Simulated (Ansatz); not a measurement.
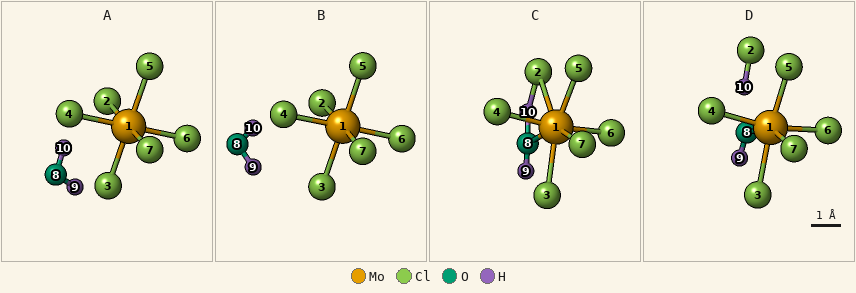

4 geometries from a converged minimum-energy path of MoH$_{2}$OCl$_{6}$, made up at the start of MoCl6 and H2O, shuffled. The picture is a ball-and-stick view, seen from a free direction.

Level of theory: RKS PBE/def2-SVP (Ansatz 0.2.0). Set-up: 7 movable images; climbing image; force threshold 0.05 eV/Å; iteration limit 60; starting path through a guess of the saddle point.

Which of them lies highest in energy?

Answer. C. In order along the path, whose images run from 0 to 8: B (image 0, 0.0 kJ/mol), A (image 1, +0.9 kJ/mol), C (image 4, +71.4 kJ/mol), D (image 6, +20.4 kJ/mol). Breaking: Mo1–Cl2 (2.35 → 2.92 at the top → 4.37 Å), O8–H10 (0.98 → 1.28 at the top → 1.86 Å). Forming: Cl2–H10 (2.60 → 1.47 at the top → 1.31 Å), Mo1–O8 (3.99 → 2.03 at the top → 1.91 Å).

Limits of the set-up: the start holds two separate molecules, 2.6 Å apart at their closest, whose relative position is a soft coordinate and is computed without a dispersion correction.
